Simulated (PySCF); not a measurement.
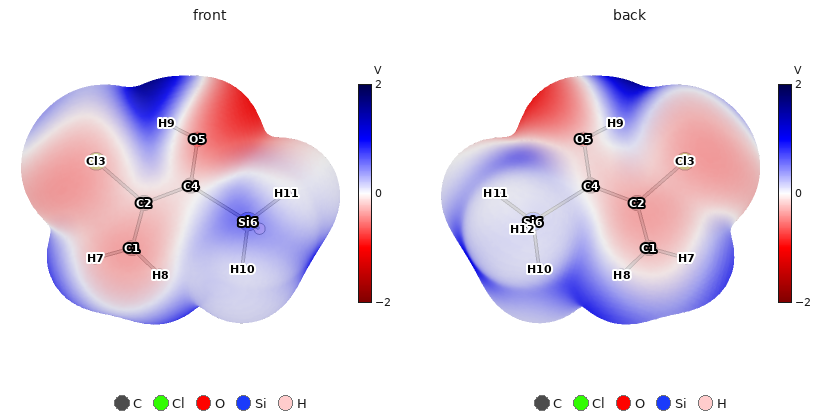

Figure. C3H6ClOSi (SMILES C=C(Cl)[C](O)[SiH3]) (doublet). The electrostatic potential painted on the density surface at 0.001 e/bohr³, seen from the front and from behind; red is negative and blue positive.

Geometry: GFN2-xTB.

These are results of UKS B3LYP, pcH-1 on C Cl H O Si, non-relativistic, mean-field spin-orbit, GIAO in PySCF, not measurements.

```xyz
12

C    -1.5995   -0.8699   -0.4490
C    -1.0580    0.3511   -0.2072
Cl   -2.1387    1.7512   -0.3168
C     0.2687    0.6307    0.1167
O     0.6795    1.9015    0.3060
Si    1.6333   -0.6490    0.3193
H    -2.6393   -0.9883   -0.6869
H    -0.9858   -1.7489   -0.4024
H    -0.0780    2.5038    0.1835
H     1.1481   -1.7540    1.1510
H     2.7480    0.0441    0.9549
H     2.0230   -1.1731   -0.9951
```

> Where is the surface potential most negative and most positive?

The most negative region (about −0.9 V) lies over O5, the most positive (about +1.5 V) over H9.
